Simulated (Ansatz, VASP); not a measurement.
# CuI (Marshite): VASP beside Ansatz, part 2 of 2

One calculation is typed for both programs; each brings its own data sets and cutoff. How far apart do they land?

VASP 6.6.1 and Ansatz 0.2.0.

So far. Step 3 (VASP: band structure, BLYP): The run ends at a pressure of 3.67 GPa.

The database entry behind the starting cell differs from later determinations by our own check (about 0.15 % long (mineral sample)), so it need not match the best structure at ambient conditions.

### 6. VASP: dielectric response, PBE

Level of this step: PBE; plane waves and PAW (Cu, I) (VASP).

The same cell, functional and mesh now go to VASP, with its own data sets and cutoff.

The input, INCAR:

```
SYSTEM = CuI
PREC = Accurate
ENCUT = 400
EDIFF = 1E-08
NELM = 100
ISMEAR = 0
SIGMA = 0.01
LREAL = .FALSE.
ALGO = Normal
GGA = PE
NBANDS = 15
LORBIT = 11
LWAVE = .FALSE.
LCHARG = .FALSE.
KPAR = 4
LEPSILON = .TRUE.
```

The input, POSCAR:

```
CuI
1.0
    0.0000000000      3.0315000000      3.0315000000
    3.0315000000      0.0000000000      3.0315000000
    3.0315000000      3.0315000000      0.0000000000
Cu I
1 1
Direct
    0.2500000000      0.2500000000      0.2500000000
    0.0000000000      0.0000000000      0.0000000000
```

The input, KPOINTS:

```
Automatic mesh
0
Gamma
9 9 9
0 0 0
```

PAW data sets: Cu and I (PBE family, release 64).

Command:

```sh
$ mpirun -np 4 vasp_std
```

Numbers of over 12 decimals in the logs are rounded to 6 here.

Output:

```text
[banner, memory and clock lines left out]
running    4 mpi-ranks, on    1 nodes
[...]
LDA part: xc-table for (Slater+PW92), standard interpolation
 POSCAR, INCAR and KPOINTS ok, starting setup
[...]
entering main loop
       N       E                     dE             d eps       ncg     rms          rms(c)
DAV:   1     0.869784041501E+02    0.86978E+02   -0.63896E+03  1050   0.104E+03
DAV:   2    -0.653827453599E+00   -0.87632E+02   -0.80298E+02  1106   0.214E+02
DAV:   3    -0.562987982315E+01   -0.49761E+01   -0.49057E+01  1407   0.564E+01
DAV:   4    -0.577126354147E+01   -0.14138E+00   -0.14133E+00  1241   0.927E+00
[...]
DAV:  15    -0.556139638089E+01    0.72447E-07   -0.81430E-08  1582   0.483E-03    0.296E-03
DAV:  16    -0.556139647938E+01   -0.98492E-07   -0.78302E-08  1659   0.649E-03    0.622E-04
DAV:  17    -0.556139648013E+01   -0.74851E-09   -0.65350E-09   672   0.602E-04
   1 F= -.55613965E+01 E0= -.55613965E+01  d E =-.192767E-53
 Linear response reoptimize wavefunctions to high precision
[...]
RMM:  15    -0.897259827687E+00   -0.70929E-07   -0.22047E-08  3729   0.530E-05    0.120E-05
RMM:  16    -0.897259516515E+00    0.31117E-06    0.20791E-11  2861   0.411E-05    0.442E-06
 change of polarisation eV/A/(eV/A) component  2 :     0.321     1.676     0.123
 dielectric tensor                  component  2 :     1.042     6.443     0.401
 Linear response to external field, progress :
  Direction:   3
       N       E                     dE             d eps       ncg     rms          rms(c)
RMM:   1    -0.428883198691E+00   -0.42888E+00    0.44199E-01  5575   0.173E+01
RMM:   2    -0.866714241069E+00   -0.43783E+00    0.72515E-02  5947   0.250E+00    0.138E+00
RMM:   3    -0.852025371449E+00    0.14689E-01   -0.39026E-03  5880   0.148E+00    0.807E-01
RMM:   4    -0.879992020872E+00   -0.27967E-01   -0.39776E-02  6124   0.132E+00    0.162E-01
[...]
RMM:  13    -0.897260348132E+00    0.34566E-06   -0.12292E-07  6449   0.316E-04    0.365E-05
RMM:  14    -0.897259584170E+00    0.76396E-06    0.35790E-08  5621   0.115E-04    0.279E-05
RMM:  15    -0.897259687906E+00   -0.10374E-06   -0.23758E-08  3707   0.524E-05    0.688E-06
 change of polarisation eV/A/(eV/A) component  3 :     0.252     0.268     1.676
 dielectric tensor                  component  3 :     0.819     0.869     6.443
 Born effective charges drift removed
```

Parts of OUTCAR (step 6):

```text
  Total        0.0573052      0.0573052      0.0573052      0.0000000      0.0000000     -0.0000000
  in kB        1.6477895      1.6477895      1.6477895      0.0000000      0.0000000     -0.0000000
  external PRESSURE =       1.6477895 kB  Pullay stress =       0.0000000 kB

 POSITION                                       TOTAL-FORCE (eV/Angst)
 -----------------------------------------------------------------------------------
      1.51575      1.51575      1.51575         0.000000      0.000000      0.000000
      0.00000      0.00000      0.00000        -0.000000     -0.000000     -0.000000
 -----------------------------------------------------------------------------------
    total drift:                                0.000004      0.000004      0.000004

 MACROSCOPIC STATIC DIELECTRIC TENSOR (including local field effects in DFT)
 ------------------------------------------------------
           6.442923    -0.000000     0.000000
           0.000000     6.442923     0.000000
          -0.000000     0.000000     6.442923
 ------------------------------------------------------

[... 1 part as in an earlier step ...]

[... 1 further part left out ...]
```

### 7. Comparison

What differs besides the data sets and the points named for the pairs above, as far as they apply: VASP's response is taken on the typed mesh, Ansatz refines its own for the field response alone. Total energies have different zeros and are not compared.

The two programs side by side:

| quantity | Ansatz | VASP | difference |
| --- | --- | --- | --- |
| ε∞ xx | 6.38 | 6.44 | -0.93 % |
| ε∞ yy | 6.38 | 6.44 | -0.93 % |
| ε∞ zz | 6.38 | 6.44 | -0.93 % |
| Born charge of Cu1 (mean of the diagonal) (e) | 1.10 | 1.11 | -0.01 |
| Born charge of I2 (mean of the diagonal) (e) | -1.10 | -1.11 | +0.01 |

### 8. VASP: band structure, PBE, spin-orbit coupling

The same path points are solved in both programs, so levels can be compared one by one.

The input, INCAR:

```
SYSTEM = CuI
PREC = Accurate
ENCUT = 400
EDIFF = 1E-06
NELM = 100
ISMEAR = 0
SIGMA = 0.02
LREAL = .FALSE.
ALGO = Normal
GGA = PE
LNONCOLLINEAR = .TRUE.
MAGMOM = 0 0 0 0 0 0
NBANDS = 30
GGA_COMPAT = .FALSE.
LASPH = .TRUE.
LSORBIT = .TRUE.
LMAXMIX = 4
LORBIT = 11
LWAVE = .FALSE.
LCHARG = .FALSE.
KPAR = 4
```

POSCAR is that of step 6.

The input, KPOINTS:

```
Automatic mesh
0
Gamma
6 6 6
0 0 0
```

The input, KPOINTS_OPT:

```
Line mode
16
Line-mode
Reciprocal
  0.00000000   0.00000000   0.00000000 GAMMA
  0.50000000   0.00000000   0.50000000 X

  0.50000000   0.00000000   0.50000000 X
  0.50000000   0.25000000   0.75000000 W

  0.50000000   0.25000000   0.75000000 W
  0.37500000   0.37500000   0.75000000 K

  0.37500000   0.37500000   0.75000000 K
  0.00000000   0.00000000   0.00000000 GAMMA

  0.00000000   0.00000000   0.00000000 GAMMA
  0.50000000   0.50000000   0.50000000 L

  0.50000000   0.50000000   0.50000000 L
  0.62500000   0.25000000   0.62500000 U

  0.62500000   0.25000000   0.62500000 U
  0.50000000   0.25000000   0.75000000 W

  0.50000000   0.25000000   0.75000000 W
  0.50000000   0.50000000   0.50000000 L

  0.50000000   0.50000000   0.50000000 L
  0.37500000   0.37500000   0.75000000 K

  0.62500000   0.25000000   0.62500000 U
  0.50000000   0.00000000   0.50000000 X
```

Command:

```sh
$ mpirun -np 4 vasp_ncl
```

Output:

```text
[... set-up lines as in an earlier step ...]
 entering main loop
       N       E                     dE             d eps       ncg     rms          rms(c)
DAV:   1     0.124925987808E+03    0.12493E+03   -0.60578E+03  1320   0.105E+03
DAV:   2     0.606065709870E+01   -0.11887E+03   -0.11014E+03  1380   0.256E+02
DAV:   3    -0.535583752075E+01   -0.11416E+02   -0.11126E+02  1678   0.966E+01
DAV:   4    -0.589031653148E+01   -0.53448E+00   -0.53344E+00  1816   0.194E+01
[...]
DAV:  11    -0.569026580824E+01   -0.10468E-03   -0.50945E-04  1926   0.308E-01    0.109E-01
DAV:  12    -0.569026748356E+01   -0.16753E-05   -0.39324E-05  1952   0.158E-01    0.557E-02
DAV:  13    -0.569026721491E+01    0.26865E-06   -0.32540E-06  1968   0.306E-02
   1 F= -.56902672E+01 E0= -.56902672E+01  d E =-.524898E-19  mag=    -0.0000     0.0000     0.0000
 Start KPOINTS_OPT (optional k-point list driver)
k-point batch [1-22\160]
       N       E                     dE             ncg
DAV:   1     0.316456954778E+04   -0.35698E+04     1320
DAV:   2     0.583604395254E+03   -0.25810E+04     1338
DAV:   3     0.323069468242E+03   -0.26053E+03     1680
DAV:   4     0.310685967476E+03   -0.12384E+02     1870
DAV:   5     0.310212272427E+03   -0.47370E+00     1916
DAV:   6     0.310203135535E+03   -0.91369E-02     1806
DAV:   7     0.310202977928E+03   -0.15761E-03     1928
DAV:   8     0.310202974975E+03   -0.29525E-05     1610
DAV:   9     0.310202974872E+03   -0.10291E-06     1156
[...]
k-point batch [155-160\160]
       N       E                     dE             ncg
DAV:   1     0.888578476824E+04   -0.22747E+04      360
DAV:   2     0.820484156587E+04   -0.68094E+03      360
DAV:   3     0.813976891932E+04   -0.65073E+02      464
DAV:   4     0.813692242456E+04   -0.28465E+01      568
DAV:   5     0.813683762664E+04   -0.84798E-01      516
DAV:   6     0.813683619475E+04   -0.14319E-02      496
DAV:   7     0.813683616503E+04   -0.29728E-04      556
DAV:   8     0.813683616443E+04   -0.59193E-06      480
```

Parts of OUTCAR (step 8):

```text
  Total        0.1793822      0.1793822      0.1793822     -0.0000000     -0.0000000      0.0000000
  in kB        5.1580709      5.1580709      5.1580709     -0.0000000     -0.0000000      0.0000000
  external PRESSURE =       5.1580709 kB  Pullay stress =       0.0000000 kB

 POSITION                                       TOTAL-FORCE (eV/Angst)
 -----------------------------------------------------------------------------------
      1.51575      1.51575      1.51575         0.000000      0.000000      0.000000
      0.00000      0.00000      0.00000        -0.000000     -0.000000     -0.000000
 -----------------------------------------------------------------------------------
    total drift:                                0.000001      0.000001      0.000001

  FREE ENERGIE OF THE ION-ELECTRON SYSTEM (eV)
  ---------------------------------------------------
  free  energy   TOTEN  =        -5.6902672149 eV

  energy  without entropy=       -5.6902672149  energy(sigma->0) =       -5.69026721

 magnetization (x)
# of ion       s       p       d       tot
------------------------------------------
    1       -0.000   0.000  -0.000   0.000
    2       -0.000  -0.000   0.000  -0.000
--------------------------------------------------
tot         -0.000  -0.000  -0.000  -0.000

 magnetization (y)
# of ion       s       p       d       tot
------------------------------------------
    1        0.000   0.000   0.000   0.000
    2       -0.000   0.000   0.000   0.000
--------------------------------------------------
tot          0.000   0.000   0.000   0.000

 magnetization (z)
# of ion       s       p       d       tot
------------------------------------------
    1       -0.000  -0.000   0.000  -0.000
    2        0.000   0.000   0.000   0.000
--------------------------------------------------
tot         -0.000   0.000   0.000   0.000

[... 1 part as in an earlier step ...]

[... 2 further parts left out ...]
[key lines of the parts left out:]
E-fermi :   4.7088
```

The run ends at a pressure of 0.52 GPa.

### 9. Ansatz: band structure, PBE, spin-orbit coupling

The same cell, functional, mesh and smearing now go to Ansatz, which takes its cutoff from its data sets.

The input, input.yaml:

```yaml
crystal:
  lattice:
    - [0.0, 3.0315, 3.0315]
    - [3.0315, 0.0, 3.0315]
    - [3.0315, 3.0315, 0.0]
  atoms:
    - { symbol: Cu, position: [0.25, 0.25, 0.25] }
    - { symbol: I, position: [0.0, 0.0, 0.0] }
hamiltonian:
  xc: pbe
  pseudopotentials: { kind: paw_fr }
magnetization:
  noncollinear: true
  spin_orbit: true
kpoints:
  mp_grid: { grid: [6, 6, 6] }
  band_path:
    path:
      - [0.0, 0.0, 0.0]
      - [0.16667, 0.0, 0.16667]
      - [0.33333, 0.0, 0.33333]
      - [0.5, 0.0, 0.5]
      - [0.5, 0.08333, 0.58333]
      - [0.5, 0.18333, 0.68333]
      - [0.5, 0.25, 0.75]
      - [0.45, 0.3, 0.75]
      - [0.40833, 0.34167, 0.75]
      - [0.35, 0.35, 0.7]
      - [0.225, 0.225, 0.45]
      - [0.075, 0.075, 0.15]
      - [0.03333, 0.03333, 0.03333]
      - [0.23333, 0.23333, 0.23333]
      - [0.4, 0.4, 0.4]
      - [0.51667, 0.46667, 0.51667]
      - [0.55833, 0.38333, 0.55833]
      - [0.60833, 0.28333, 0.60833]
      - [0.60833, 0.25, 0.64167]
      - [0.55833, 0.25, 0.69167]
      - [0.51667, 0.25, 0.73333]
      - [0.5, 0.3, 0.7]
      - [0.5, 0.38333, 0.61667]
      - [0.5, 0.48333, 0.51667]
      - [0.475, 0.475, 0.55]
      - [0.425, 0.425, 0.65]
      - [0.38333, 0.38333, 0.73333]
      - [0.59167, 0.18333, 0.59167]
      - [0.55, 0.1, 0.55]
      - [0.5, 0.0, 0.5]
    npoints: 1
scf:
  occupations: { method: gaussian, width: 0.02 }
  n_extra_bands: 14
output:
  forces: true
  stress: true
  eigenvalues: true
```

Command:

```sh
$ ansatz run input.yaml --threads 2 --pin off --max-ram 4608MiB --backend cpu --events-out ev --progress --plain --runs-dir out
```

Output:

```text
[...]
non-collinear run that drives no moment, with spin-orbit: no starting moment large enough to seed its density (crystal.atoms[].spin), no starting occupations that ask for one, no magnetisation constraint and no magnetic field, so the semilocal B_xc is pinned to zero
Crystal: 2 atoms, lattice volume = 55.719 Å³
[...]
k-point 1: bands = [... 32 lower, 7.8595, 7.8595, 8.0725, 8.1247, 10.2171, 10.2171, 13.0312, 13.0312, ... 10 higher]
  k-point 2: bands = [... 32 lower, 7.5428, 7.5428, 7.6779, 7.7418, 10.3908, 10.3908, 13.6139, 13.6139, ... 10 higher]
  k-point 15: bands = [... 32 lower, 6.5816, 6.6036, 6.8457, 6.9325, 11.8696, 12.0191, 12.0727, 12.1630, ... 10 higher]
[key lines of the parts left out:]
SCF converged after 9 iterations
Magnetization: |M| = 0.0000 μB,  M = (+0.0000, +0.0000, +0.0000) μB
Free energy (F): -14141.762006 eV
Fermi energy:    8.799406 eV
P = ⅓ Tr σ = 0.3963 GPa (3.963 kbar)
```

Wall time 15 s (2 threads of Arm Neoverse V1, shared host); peak memory 0.52 GiB; 29 s of CPU time.

### 10. Differences

What differs besides the data sets and the points named for the pairs above, as far as they apply: spin-orbit coupling enters by fully relativistic files in Ansatz and inside the spheres in VASP; the data sets hold 36 valence electrons in Ansatz (fully relativistic PAW (standard-fr) files) and 18 in VASP. Total energies have different zeros and are not compared.

The two programs side by side:

| quantity | Ansatz | VASP | difference |
| --- | --- | --- | --- |
| pressure (GPa) | 0.40 | 0.52 | -0.12 |
| gap over the path points (eV) | 0.966 | 0.983 | -0.017 |

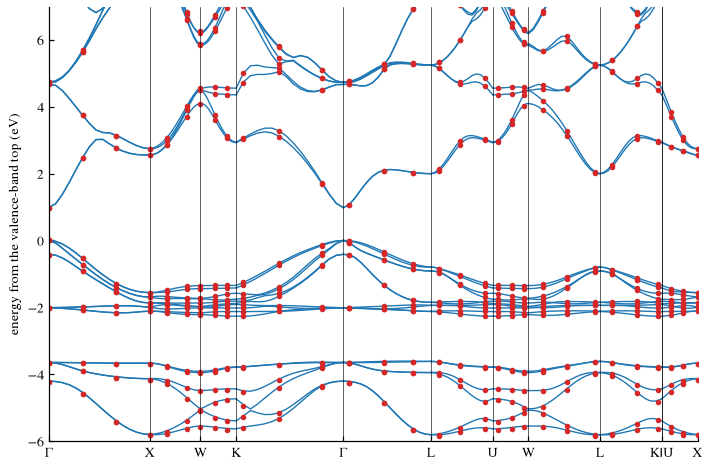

Bands from VASP (lines) and levels from Ansatz (dots). Dots without a line are higher empty bands that the VASP plot leaves out.

Levels at points of the path, from each program's valence-band top (eV; 8 filled, then empty):

| k (reciprocal lattice) | Ansatz | VASP |
| --- | --- | --- |
| 0.000 0.000 0.000 | -2.01 -2.01 -0.43 -0.43 0.00 0.00 0.00 0.00 0.97 0.97 4.67 4.67 4.74 4.74 | -2.01 -2.01 -0.41 -0.41 0.00 0.00 0.00 0.00 0.98 0.98 4.67 4.67 4.73 4.73 |
| 0.167 0.000 0.167 | -1.99 -1.99 -0.92 -0.92 -0.72 -0.72 -0.54 -0.54 2.46 2.46 3.74 3.74 5.64 5.64 | -1.99 -1.99 -0.92 -0.92 -0.72 -0.72 -0.54 -0.54 2.48 2.48 3.74 3.74 5.63 5.63 |
| 0.333 0.000 0.333 | -1.95 -1.95 -1.53 -1.53 -1.41 -1.41 -1.29 -1.29 2.76 2.76 3.14 3.14 7.30 7.30 | -1.95 -1.95 -1.53 -1.53 -1.41 -1.41 -1.28 -1.28 2.76 2.76 3.15 3.15 7.30 7.30 |
| 0.500 0.000 0.500 | -1.99 -1.99 -1.86 -1.86 -1.69 -1.69 -1.56 -1.56 2.55 2.55 2.74 2.74 8.83 8.83 | -1.99 -1.99 -1.86 -1.86 -1.69 -1.69 -1.56 -1.56 2.56 2.56 2.74 2.74 8.87 8.87 |
| 0.500 0.083 0.583 | -2.05 -1.92 -1.89 -1.87 -1.74 -1.68 -1.54 -1.48 2.85 2.87 2.98 3.07 8.06 8.26 | -2.05 -1.92 -1.89 -1.87 -1.74 -1.67 -1.54 -1.48 2.85 2.88 2.98 3.07 8.06 8.26 |
| 0.500 0.183 0.683 | -2.03 -1.96 -1.95 -1.87 -1.74 -1.72 -1.46 -1.37 3.70 3.90 3.96 4.03 6.58 6.61 | -2.03 -1.96 -1.95 -1.87 -1.74 -1.72 -1.46 -1.37 3.72 3.91 3.96 4.03 6.57 6.61 |
| 0.500 0.250 0.750 | -2.01 -1.98 -1.97 -1.87 -1.74 -1.73 -1.44 -1.35 4.07 4.49 4.49 4.56 5.83 5.88 | -2.02 -1.98 -1.97 -1.87 -1.74 -1.73 -1.44 -1.35 4.10 4.49 4.49 4.55 5.83 5.88 |
| 0.450 0.300 0.750 | -2.02 -1.98 -1.92 -1.85 -1.77 -1.67 -1.43 -1.34 3.61 3.77 4.38 4.59 6.25 6.36 | -2.02 -1.98 -1.92 -1.85 -1.77 -1.68 -1.43 -1.34 3.62 3.77 4.40 4.59 6.25 6.36 |
| 0.408 0.342 0.750 | -2.02 -1.93 -1.90 -1.81 -1.77 -1.60 -1.43 -1.34 3.07 3.13 4.35 4.57 6.95 7.16 | -2.02 -1.93 -1.90 -1.81 -1.77 -1.60 -1.43 -1.34 3.08 3.13 4.36 4.56 6.94 7.13 |
| 0.350 0.350 0.700 | -2.02 -1.92 -1.84 -1.81 -1.73 -1.59 -1.33 -1.26 3.02 3.06 4.72 5.00 7.01 7.20 | -2.02 -1.92 -1.84 -1.81 -1.73 -1.59 -1.33 -1.25 3.03 3.06 4.74 5.00 7.01 7.16 |

Among the levels compared (up to four filled and three empty ones at each point), filled levels agree within 14 meV and empty ones within 39 meV. Ansatz's pressure holds a Pulay correction of 0.05 GPa; VASP's holds none.

### 11. Outcome

| Property | Result |
| --- | --- |
| difference in gap over the path points (band structure, BLYP) | -0.053 eV |
| difference in ε∞ xx (dielectric response, PBE) | -0.93 % |
| difference in gap over the path points (band structure, PBE, spin-orbit coupling) | -0.017 eV |

What this shows: The difference in gap over the path points is -0.053 eV (band structure, BLYP), within the 0.08 eV picked in this series as the mark of a large difference. 3 further runs on this material are not shown. Differences of this kind measure data sets and numerical settings, not the functional's error against experiment.

[Lines on the potential files, build, host, timing and source positions are cut from VASP's logs without a mark.]

[Logs are printed without paths, hosts, clocks, repeated set-up lines and the standing remarks that a program may print on its own settings, such as how far it seeks lower states.]

[Hosts, paths, dates, database ids (printed as entryN), source tags and the programs' standing remarks are cut or masked in the printed files.]
